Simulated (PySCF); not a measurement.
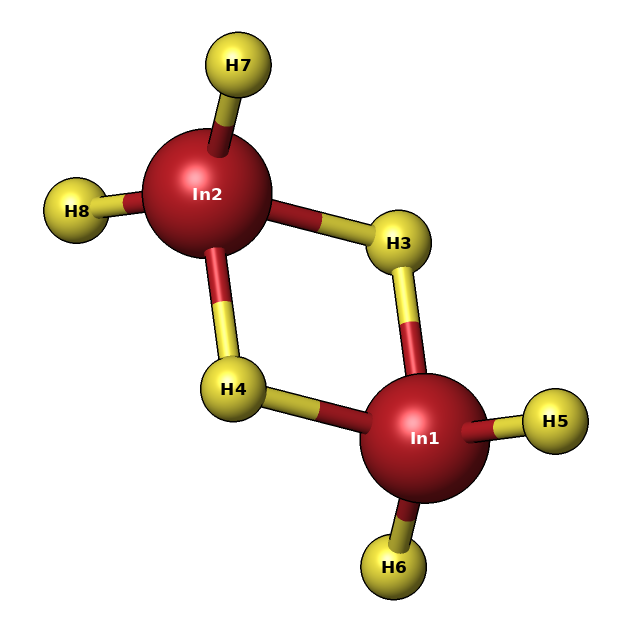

Every bond is drawn as one stick. Computed geometry: PBE0/def2-TZVP with core potentials optimisation. Computed with PBE0/def2-TZVP, core potentials on In (PySCF 2.14.0).

List the Mayer bond orders of In1–H3, In1–H5 (one bond of each equivalent set).

```csv
bond,Mayer order,length (Å)
In1–H3,0.47,1.942
In1–H5,0.94,1.706
```
